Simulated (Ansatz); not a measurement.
# C2H3NOSi: the cost of one run

All numbers are computed with Ansatz 0.2.0, driven from Python. The levels of theory stand in the script.

**1. The system**

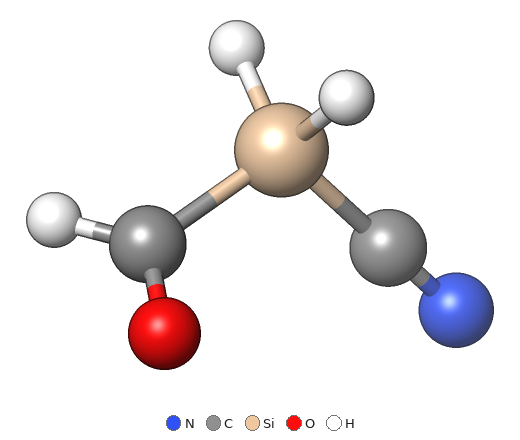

The starting structure, viewed from a chosen angle; nitrogen blue, carbon grey, silicon light orange, oxygen red, hydrogen white.

No structure file is read: the coordinates are typed or built in the script.

**2. The code**

The input, c2h3nosi.py:

```python
# -*- coding: utf-8 -*-
"""One geometry of C2H3NOSi, method by method."""

from pathlib import Path

import ansatz
from ase import Atoms
import numpy as np

atoms = Atoms(["N", "C", "Si", "C", "O", "H", "H", "H"], positions=[
    [2.6788, -0.868, -0.3444],
    [1.6951, -0.3028, -0.1171],
    [0.1508, 0.5838, 0.2395],
    [-1.2861, -0.467, -0.2342],
    [-1.4507, -1.5519, 0.2977],
    [0.0816, 0.8903, 1.6759],
    [0.1169, 1.8353, -0.5316],
    [-1.9865, -0.1198, -0.9857],
])
molecule = ansatz.Crystal.molecule_from_ase(atoms)

calculation = molecule.calculation().basis(gaussian="cc-pVDZ")

print("functional    E (Ha)        dipole (D)   HOMO (eV)  LUMO (eV)")
for name in ["r2scan0", "lda", "r2scan", "revpbe"]:
    data = calculation.functional(name).forces().orbitals().run(threads=1, pin="off", runs_dir="runs").report
    lines = Path(data["orbitals_path"]).read_text().splitlines()
    field_of = lambda key: [line.split("=")[1].strip() for line in lines if line.startswith(key)]
    orbitals = [(27.211386 * float(e), s, float(n)) for e, s, n in zip(field_of("Ene="), field_of("Spin="), field_of("Occup="))]
    homo = max(e for e, _, n in orbitals if n > 0.5)
    lumo = min(e for e, _, n in orbitals if n < 0.5)
    dipole = 4.803205 * np.linalg.norm(data["charge_distribution"]["dipole_moment_e_ang"])
    print(f"{name:10s} {data['free_energy_ev'] / 27.211386246:14.6f} {dipole:9.3f} {homo:11.3f} {lumo:10.3f}")
```

**3. The run**

Started as:

```
python c2h3nosi.py
```

Q: Estimate wall time and peak memory on 1 thread of Intel Xeon 6975P-C (Granite Rapids), shared host.

About 7.3 s, with a peak of 0.26 GiB.
